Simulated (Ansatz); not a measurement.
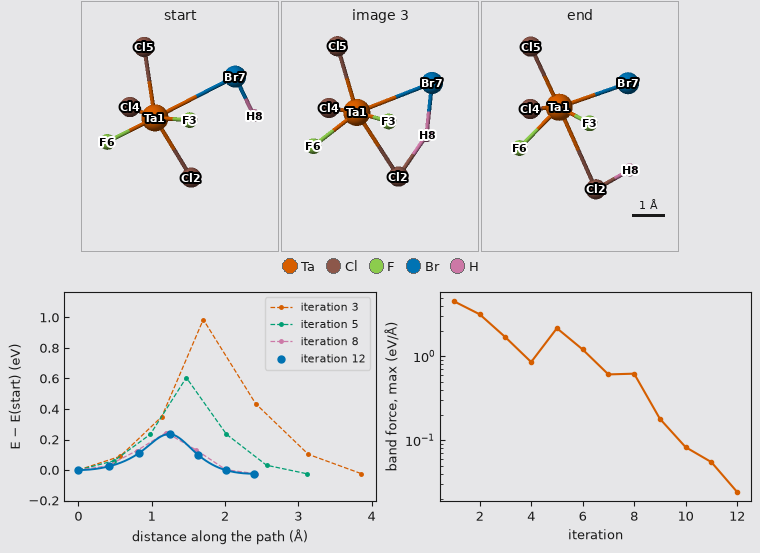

NEB run on TaHBrCl3F2. Images are numbered from 0 (start) to 6 (end). The plot follows the band through its iterations. The picture is a ball-and-stick view, seen at a tilt.

The calculation used RKS PBE/def2-SVP (Ansatz 0.2.0). Settings: 5 movable images; climbing image; force threshold 0.05 eV/Å; iteration limit 60; starting path through a guess of the saddle point.

> How did the profile develop, and is the result final?

The result is final at these settings. The band converged in 12 iterations. The largest component of the band force went from 4.5 to 0.024 eV/Å. The climbing image converged on the top of the path. Its vibrational analysis gives one imaginary mode (229i cm⁻¹), as a transition state must have. The first iteration put the highest image at 3.581 eV. The energy climbs by 0.236 eV to image 3 and then falls by 0.260 eV, so the end point sits at −0.024 eV.
